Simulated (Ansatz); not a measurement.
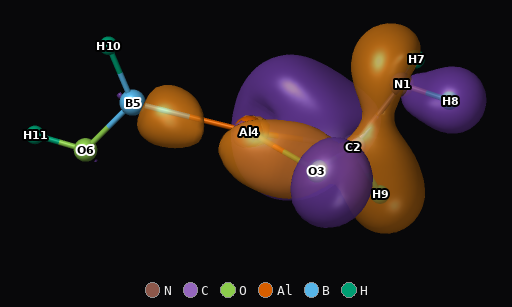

The picture shows: CH5AlBNO2 (SMILES N[CH]1[O][Al]1[BH]O). The HOMO at ±0.1 Å⁻³ᐟ² (orange and purple are the two phases), seen across its widest extent.

Computed with Ansatz, RHF/def2-SVP.

The calculation's input:

```
crystal:
  periodic: [false, false, false]
  atoms:
    - { symbol: "N", position_ang: [-0.2156, -2.2677, -0.8208] }
    - { symbol: C, position_ang: [0.2958, -1.2881, 0.1356] }
    - { symbol: O, position_ang: [1.5905, -0.9386, -0.2002] }
    - { symbol: Al, position_ang: [0.5865, 0.5457, -0.4699] }
    - { symbol: B, position_ang: [-0.2427, 2.3735, 0.0488] }
    - { symbol: O, position_ang: [-0.4801, 2.711, 1.4712] }
    - { symbol: H, position_ang: [-0.84288, -1.78376, -1.51413] }
    - { symbol: H, position_ang: [-0.73229, -2.94993, -0.34275] }
    - { symbol: H, position_ang: [0.1892, -1.549, 1.247] }
    - { symbol: H, position_ang: [-0.4754, 3.1866, -0.743] }
    - { symbol: H, position_ang: [-1.4238, 2.4105, 1.6606] }
basis:
  gaussian: { orbitals: def2-SVP }
hamiltonian:
  xc: hf
relax:
  f_tol: 0.015
  max_steps: 40
output:
  orbitals: {}
```

Run with:

```sh
ansatz run input.yaml --threads 2 --pin off --max-ram 3072MiB --backend cpu --events-out ev --progress --plain --runs-dir out
```

The fields are those of the relaxed geometry.

### What is the character of this orbital?

By Hirshfeld shares it lies mainly on C2 (about 35 %), Al4 (about 20 %), O3 (about 20 %) and N1 (about 10 %). Its energy is −8.27 eV.
